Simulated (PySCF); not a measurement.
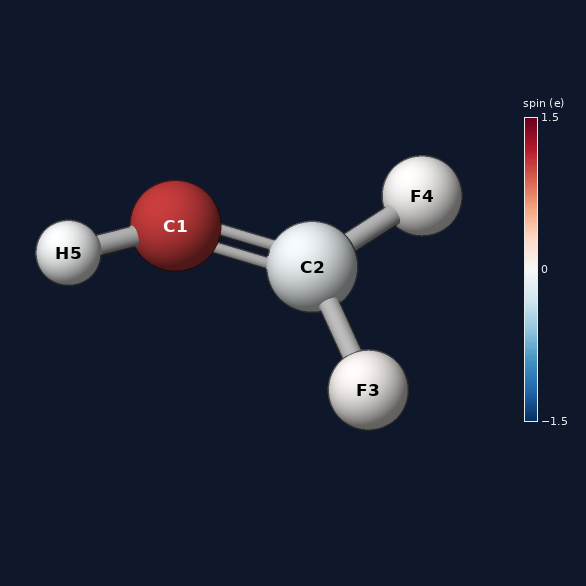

Atoms are coloured by their Mulliken spin populations. The species is neutral and a spin doublet. The computed structure is the end point of a GFN2-xTB optimisation. No frequency run is at hand to confirm it as a minimum. Method: UKS B3LYP, pcH-1 on C F H, non-relativistic (PySCF 2.14.0).

Give the Mulliken spin populations atom by atom.

| atom | value (e) |
| --- | --- |
| C1 | 1.05 |
| C2 | −0.09 |
| F3 | 0.04 |
| F4 | 0.02 |
| H5 | −0.02 |

Mulliken values depend strongly on the basis set.
